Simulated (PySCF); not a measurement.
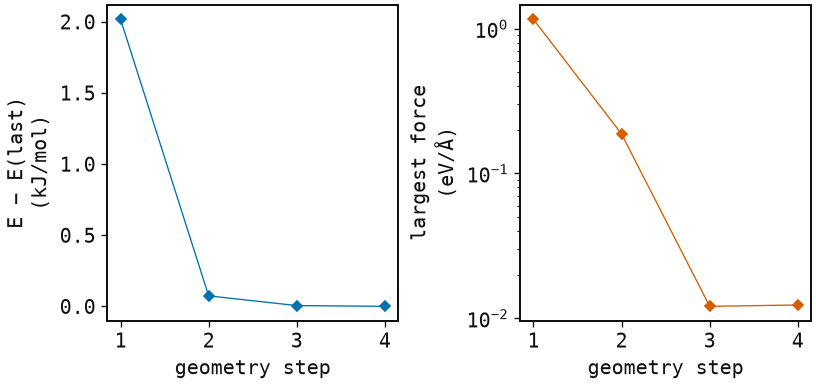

History of a geometry optimisation.

System: C₅H₈ (SMILES C#CC(C)C).
Method: PBE0-D3(BJ)/def2-SVP, geometry optimisation in PySCF 2.14.0, density fitting.

How did the optimisation end?

Answer. The optimisation met its thresholds at geometry 4, counting the start as the first. The energy fell by about 2 kJ/mol from the first step to the last. The largest force goes from about 1.2 eV/Å at the start to 0.012 eV/Å at the end.
